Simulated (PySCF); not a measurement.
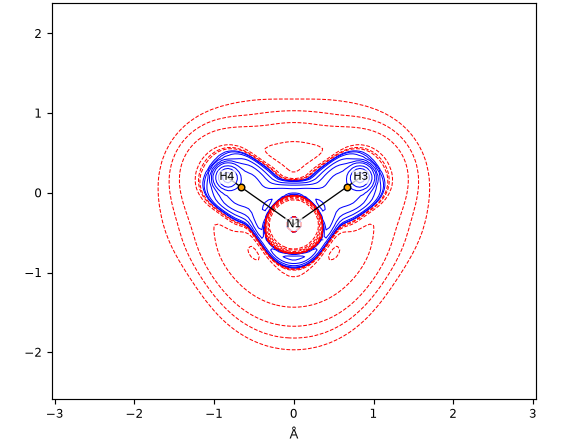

Figure 1: H4N, charge +1, SMILES `[NH4+]`. Negative Laplacian of the density (−∇²ρ) in the plane of N1, H3 and H4 (solid blue lines positive, dashed red lines negative, contours at ±0.02 to ±8 a.u.), with bond paths and bond critical points (dots).

Level of theory: PBE0/def2-SVP (PySCF), at a geometry from GFN2-xTB. No frequency check shows the geometry to be a minimum.

Cartesian coordinates (Å):

```
N1       0.0000   -0.0000    0.0000
H2       0.8250   -0.5944    0.1611
H3      -0.8250   -0.5944   -0.1611
H4      -0.1611    0.5944    0.8250
H5       0.1611    0.5944   -0.8250
```

**Sort the bonds in the plane by the sign of ∇²ρ at their critical points.**

Concentrated (∇²ρ < 0): N1–H3 and N1–H4 (−1.68 a.u.). At none is it depleted.

**Where along N1–H3 does the critical point lie?**

0.81 Å from N1 and 0.21 Å from H3.
